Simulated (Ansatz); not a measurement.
B$_{2}$H$_{4}$S

Input file:

```
crystal:
  periodic: [false, false, false]
  atoms:
    - { symbol: B, position_ang: [-0.63714, 0.5642, -0.65019] }
    - { symbol: B, position_ang: [-0.05999, 0.0141, 0.77191] }
    - { symbol: S, position_ang: [1.29597, -1.12728, 0.87775] }
    - { symbol: H, position_ang: [-1.48611, 0.01105, -1.24223] }
    - { symbol: H, position_ang: [-0.215, 1.52479, -1.17549] }
    - { symbol: H, position_ang: [-0.46719, 0.30441, 1.83567] }
    - { symbol: H, position_ang: [1.56947, -1.29128, -0.41743] }
basis:
  gaussian: { orbitals: def2-SVP }
hamiltonian:
  xc: hf
relax:
  f_tol: 0.015
  max_steps: 40
output:
  orbitals: {}
```

Command:

```sh
ansatz run input.yaml --threads 1 --pin off --max-ram 2048MiB --backend cpu --events-out ev --progress --plain --runs-dir out
```

The fields are those of the relaxed geometry.

Computed with Ansatz 0.2.0, RHF/def2-SVP.

> What can the converged electron density and electron localisation function tell about the bonding?

B–B (1.69 Å): the density is about 1.1 e/Å³ at the midpoint; the ELF peaks at about 1 between the atoms: a covalent bond.
B–S (1.80 Å): ρ at the midpoint is about 1.3 e/Å³; the ELF peaks at about 0.95 between the atoms (localised, covalent bonding).
B–H (1.20 Å): ρ is about 1.2 e/Å³ halfway; the ELF climbs to about 1 towards the hydrogen, as it does in any bond to H; an ordinary covalent bond to hydrogen.
S–H (1.34 Å): ρ is about 1.4 e/Å³ halfway; the ELF climbs to about 1 towards the hydrogen.

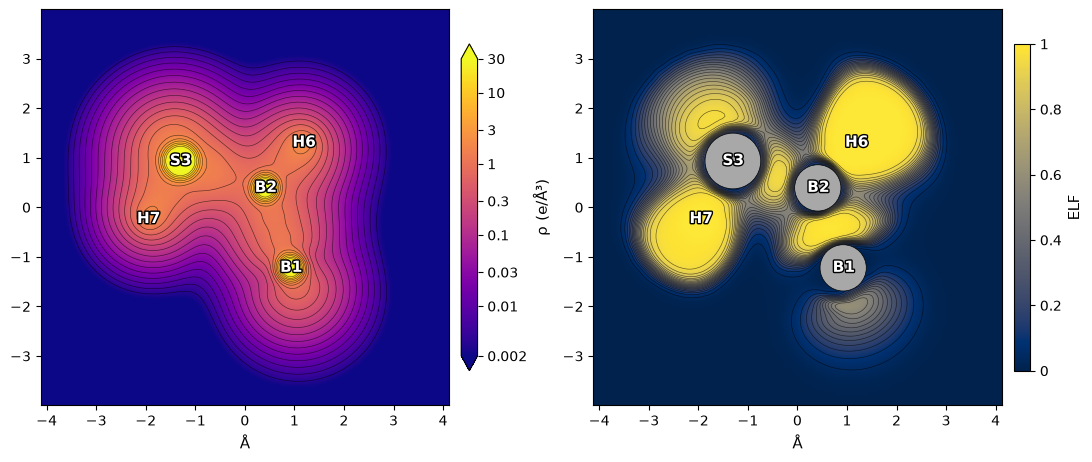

Computed electron density and electron localisation function on the plane of atoms B1, B2 and H6, in this order. Grey discs cover the atomic cores in the ELF map. 
